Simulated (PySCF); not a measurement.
Molecule: SMILES C[O][Mg][NH2] (CH₅MgNO). Atoms near the plane z = 0.0 Å, at the B3LYP/def2-SVP optimised geometry (x, y, z in Å): Mg1 (-0.5, 0.1, 0.0), O2 (1.2, 0.1, 0.0), C3 (2.6, 0.1, 0.0), H4 (3.0, 0.4, -1.0), H5 (3.0, 0.9, 0.7), H6 (3.0, -0.9, 0.3), N7 (-2.4, 0.1, 0.0), H8 (-3.0, -0.6, 0.5), H9 (-3.0, 0.7, -0.5).

Calculation: B3LYP/def2-TZVP (PySCF). Cells within 0.4 Å of a nucleus heavier than hydrogen are left out (blank, or x). The values are rescaled to run from 0 to 1.

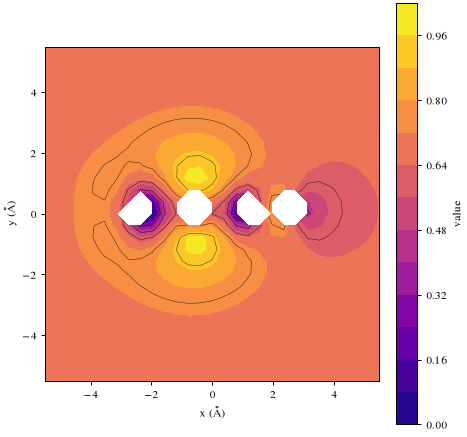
a field on the plane z = 0.0 Å.

**Question.** Which quantity is mapped?
(A) electron localisation function
(B) an orbital amplitude
(C) electrostatic potential
(D) Laplacian of the electron density

**Answer.** B, an orbital amplitude. In full: LUMO amplitude (bohr^(-3/2)).
